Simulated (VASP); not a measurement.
Band structure of La2O3 (a-type). Method: LDA (Ceperley-Alder, Perdew-Zunger) with spin-orbit coupling, VASP's LDA PAW potentials (set 64) (plane waves; VASP 6.6.1).

The path is coarsely sampled, so an indirect gap can come out somewhat too large.

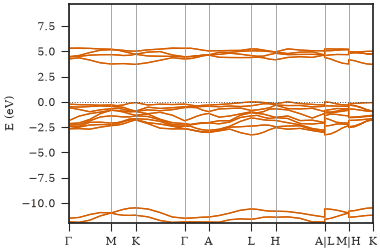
*Bands along high-symmetry lines, zero at the valence-band maximum or, without a gap, the Fermi level*

Question: Read the plot: is there a gap, and where are the band edges?

Answer: The gap is indirect, 3.70 eV, from the valence maximum at H-A at 0.25 to the conduction minimum at K.

The compound is La2O3 in the a-type structure. It was relaxed first, which changed the volume by -6 %.
